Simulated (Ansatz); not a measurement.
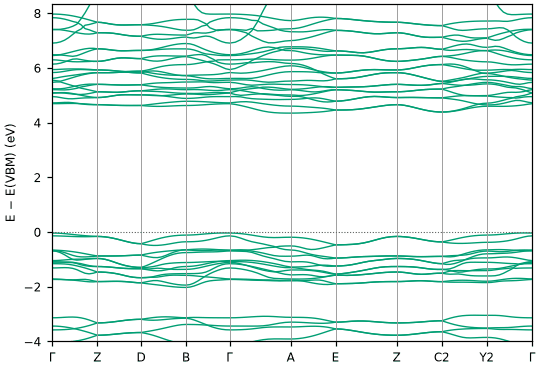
Figure: Band structure from PBE (plane waves, PAW; program Ansatz)

The gap is 4.35 eV; an edge lies off the plotted path or next to a special point (maximum off the standard path, minimum at A).

The material is ScOF in space group P2_1 (No. 4; Pearson symbol mP12).

The start of the workflow was typed in or built on a structure type; neither database checked (COD, Materials Project) lists it. Its standing as an ambient phase is unchecked. Symmetry was held in the PBE relaxation; its stability against distortions is not shown here. The run is not spin-polarised.

Potentials: the later of the program's two PAW sets.
